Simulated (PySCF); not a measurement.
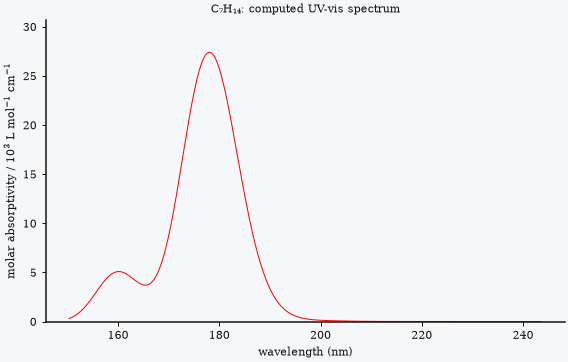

Computed absorption of C₇H₁₄ (2,4-dimethyl-2-pentene), SMILES CC(C)=CC(C)C. Vertical TDDFT excitations, PBE0/def2-SVPD, PySCF, at a GFN2-xTB geometry (no frequency check), gas phase. The lowest 6 singlet states are shown; each is broadened by a Gaussian of 1/e half-width 0.30 eV. States within 0.01 eV of each other are merged, with their strengths summed.

Does any vertical transition fall in the visible?

No singlet lies below 3.1 eV (beyond 400 nm), so at this level no vertical transition falls in the visible.

Which of the computed transitions is the brightest, and what character does the calculation give it?

S2 at 6.96 eV (178 nm), f = 0.485, mainly HOMO → LUMO+1 (92 %) (S3 lies within 0.06 eV, too close to order).

Known limits of this run: states above the negative HOMO energy depend on the basis; the tight-binding geometry is rougher than a DFT one and adds to the error; one conformer of a flexible molecule; core orbitals are frozen in the response.
